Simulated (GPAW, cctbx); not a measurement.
# Bonding in (GaN)2(BP)2 as X-rays see it

Question: by how much does bonding change the X-ray structure factors of (GaN)2(BP)2, and what does a routine refinement make of it?

The cell is a (GaN)2(BP)2 superlattice along [001] of the zinc-blende type, started at the mean lattice constant and relaxed freely, with no substrate. All numbers below are calculated.

## Step 1: Find the equilibrium geometry

The density hangs on the geometry, so cell and atoms are relaxed first, with the symmetry held. The cutoff is set higher than for the density because stress converges slowly with plane waves.

Settings: GPAW 26.7.0, PBE, 900 eV, 7×7×3 k-points (along the axes of the calculation cell), Fermi–Dirac width 0.05 eV, BFGS to 0.03 eV/Å.

```text
cell
1.0
     3.217335854    0.000000000    0.000000000
     0.000000000    3.217335854    0.000000000
     0.000000000    0.000000000    9.100000000
Ga N B P
2 2 2 2
Direct
0.000000000 0.000000000 0.000000000
0.500000000 0.500000000 0.250000000
0.500000000 0.000000000 0.125000000
0.000000000 0.500000000 0.375000000
0.000000000 0.000000000 0.500000000
0.500000000 0.500000000 0.750000000
0.500000000 0.000000000 0.625000000
0.000000000 0.500000000 0.875000000
```

```console
$ OMP_NUM_THREADS=1 mpirun -n 4 gpaw python run.py > gpaw.log
```

```text
BFGS:    0      -45.617993        9.119084
BFGS:    1      -47.258258        2.526094
BFGS:    2      -47.708544        1.665306
BFGS:    3      -48.056007        1.364878
...
BFGS:   15      -48.340371        0.035959
BFGS:   16      -48.340423        0.031473
BFGS:   17      -48.340461        0.026348
cell  3.2552 3.2039 9.3228  90.00 90.00 90.00
volume 97.233 A^3, largest force 0.026 eV/A, largest stress 0.27 GPa
```

After 17 steps the volume has changed by +3.2 % and the energy by -2.722 eV; the largest stress left is 0.27 GPa. It took 6.1 min on 4 cores of Arm Neoverse V2 (shared host), peak memory 1.4 GiB.

Relaxed structure: Pmm2 (no. 25), a = 3.2039 Å, b = 3.2552 Å, c = 9.3228 Å, α = 90.00°, β = 90.00°, γ = 90.00°.

```
atom  mult.    x    y       z
 Ga1      1    0    0  0.9770
 Ga2      1  1/2  1/2  0.7273
  P1      1    0  1/2  0.3951
  P2      1  1/2    0  0.1554
  N1      1    0  1/2  0.8541
  N2      1  1/2    0  0.6039
  B1      1    0    0  0.5149
  B2      1  1/2  1/2  0.2722
```

## Step 2: Density and charge transfer

X-rays see the whole electron density, so the PAW density is rebuilt with its core regions. Subtracting spherical free atoms from the same code cancels the cores and leaves the deformation density Δρ, the part due to bonding.

Settings: PBE, 550 eV, 8×8×3 k-points (along the axes of the calculation cell), Fermi–Dirac width 0.05 eV; primitive cell of 8 atoms.

```console
$ OMP_NUM_THREADS=1 mpirun -n 4 gpaw python run.py > gpaw.log
```

```text
|iter:   1|       0s |  -51.002124 | -0.05 |       |
|iter:   2|       1s |  -50.147570 | -1.62 | -0.70 |
|iter:   3|       3s |  -47.954073 | -0.64 | -0.74 |
...
|iter:  10|      14s |  -47.672863c| -5.54 | -3.09 |
|iter:  11|      15s |  -47.672865c| -6.77 | -3.66 |
|iter:  12|      17s |  -47.672872c| -7.83c| -4.19c|
```

```text
grid (36, 36, 108)  electrons 116.000  moved by bonding 2.166 e
deformation density beyond 0.5 A of the nuclei: max 0.291, min -0.152 e/A^3
atom        x       y       z   Voronoi charge  moment
Ga1    0.0000  0.0000  0.9770      0.300       0.00
Ga2    0.5000  0.5000  0.7273      0.410       0.00
P 3    0.0000  0.5000  0.3951      0.136       0.00
P 4    0.5000  0.0000  0.1554     -0.024       0.00
N 5    0.0000  0.5000  0.8541     -0.427       0.00
N 6    0.5000  0.0000  0.6039     -0.295       0.00
B 7    0.0000  0.0000  0.5149      0.044       0.00
B 8    0.5000  0.5000  0.2722     -0.145       0.00
mean inner potential of superposed free atoms 17.539 V
total magnetic moment 0.000 muB
```

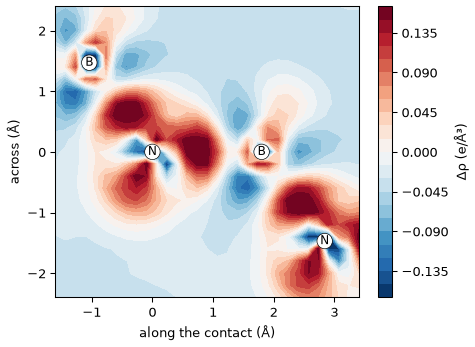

Deformation density in a plane through the shortest contact of the N atom at the origin; red gains electrons, blue loses them.

N gains most (-0.36 e) and Ga loses most (+0.35 e), in averages over each element's sites, as electronegativity suggests. Such charges fall far short of formal ones, since overlapping free atoms already put density on their neighbours. Along the shortest contact from the N atom at the map's origin, N–B at 1.80 Å, Δρ is +0.19 e/Å³ at the midpoint and highest, +0.20, 0.80 Å from N (points within 0.5 Å of a nucleus left out): a bond charge, the mark of covalency. At the midpoints of other shortest contacts it is +0.24 (P–B, 1.96 Å), +0.10 (Ga–N, 1.99 Å), +0.15 (Ga–P, 2.31 Å) and -0.01 (P–N, 3.00 Å) e/Å³. Point values carry grid noise of about 0.01 e/Å³. The run needed 12 iterations, 23 s.

## Step 3: From the density to structure factors

The Fourier components of Δρ, added to those of the free atoms, give the static X-ray structure factors; the Mott–Bethe relation turns them into the Fourier components V of the potential that fast electrons feel.

```text
static structure factors of the conventional cell: F in electrons, V (Mott-Bethe) in volts
   h  k  l      d  |F| table  |F| free   |F| DFT   change   |V| free  |V| DFT  change %
   0  0  1  9.3228    24.503    24.496    24.447   -0.049     0.557    0.756     35.7
   0  0  2  4.6614     1.814     1.815     1.873    0.058     0.308    0.248    -19.3
   0  1  0  3.2552     0.000     0.000     0.086    0.086     0.000    0.043        -
   1  0  0  3.2039     0.000     0.000     0.029    0.029     0.000    0.014        -
   0  0  3  3.1076    28.099    28.157    27.687   -0.471     1.227    1.440     17.4
   0  1  1  3.0732    41.481    41.559    41.290   -0.269     3.059    3.181      4.0
   1  0  1  3.0300    24.512    24.473    24.367   -0.106     0.692    0.736      6.3
   0  1  2  2.6689    52.666    52.640    53.503    0.863     5.715    5.352     -6.3
   1  0  2  2.6404    71.846    71.853    72.633    0.780     7.378    7.109     -3.6
   0  0  4  2.3307    38.555    38.499    38.133   -0.366     2.215    2.301      3.9
   1  1  0  2.2834    25.187    25.086    24.748   -0.338     0.716    0.799     11.6
   0  1  3  2.2478    39.777    39.703    39.383   -0.319     3.146    3.226      2.5
   1  0  3  2.2307    26.906    26.835    26.026   -0.808     0.989    1.188     20.1
   1  1  1  2.2179    39.172    39.113    38.664   -0.448     2.405    2.512      4.5
```

The largest X-ray change among the ordinary reflections is +0.86 e on 012, 1.6 % of |F|. For electrons V goes as (Z − F)/g², so a change of F counts against Z − F, which is small at low angle and wherever the atoms' terms cancel: |V| of 001 moves by +35.7 % (0.56 to 0.76 V) against -0.2 % in |F|. 010 vanishes for spherical atoms and reaches 0.09 e through aspherical density alone. The last three rows still change by up to 0.81 e; the table stops while the angles are still low. The tabulated Hartree–Fock atoms differ from the free DFT atoms by up to 0.10 e, so the choice of reference atom matters too.

## Step 4: Refining ordinary atoms against data with bonding

Routine crystallography fits spherical atoms. To see the bias, intensities are simulated from tabulated atoms plus the DFT change ΔF, so that bonding alone can misfit (3288 reflections of the full sphere, merged to the counts below, to 0.5 Å, 1.5 % proportional noise plus counting noise, assumed isotropic U as listed, Δρ smeared by the mean U) and refined with cctbx over different ranges.

```
                    range  data      R1  GooF  U Ga1 (true 0.0042)  U Ga2 (true 0.0042)  U P1 (true 0.0054)  U P2 (true 0.0054)  largest shift (Å)  Δρ max, min (e/Å³)
                 all data  1020  0.0079  1.04               0.0042               0.0042              0.0054              0.0054             0.0016         0.27, -0.26
 low resolution, d > 0.84   244  0.0082  1.35               0.0040               0.0039              0.0052              0.0051             0.0035         0.26, -0.17
     high order, d < 0.75   687  0.0078  0.93               0.0042               0.0042              0.0054              0.0053             0.0009         0.16, -0.14
occupancies free, d > 0.7   407  0.0076  1.18               0.0043               0.0041              0.0053              0.0051             0.0025         0.26, -0.19
```

With all data GooF is 1.04, diluted by the many high-angle data; the misfit shows at low resolution; the top residual peak, near noise level, lies 0.99 Å from P and 1.00 Å from B, between them. No U is off by more than 3 s.u. at low resolution. With Ga1 held at 1 and the scale free, the other occupancies refine to Ga2 0.996(0.003), P1 0.997(0.005), P2 0.991(0.005) and N1 1.016(0.011), within three s.u. of full. Reflections that vanish for spherical atoms get no phase and drop out of the difference map, which therefore understates the bond peaks.

## Step 5: Answer

Bonding moves 2.17 e in the primitive cell of (GaN)2(BP)2 and changes the ordinary structure factors of the conventional cell in the table above by at most 0.86 e (012, 1.6 %), and among reflections above 2 % of the strongest by up to 3.2 % (002); it gives 010, zero for spherical atoms, 0.09 e. The shortest bond, N–B, has Δρ = +0.19 e/Å³ at its midpoint, a covalent bond charge. With all data GooF is 1.04, diluted by the many high-angle data. Limits: static density, frozen cores, no spin–orbit coupling.

[Outputs are excerpts: Python notices, other lines and further rows are left out; steps that failed or that the build refused (PBEsol, TPSS) are not shown.]

[Logs are printed without paths, hosts, clocks, repeated set-up lines and the standing remarks that a program may print on its own settings, such as how far it seeks lower states.]
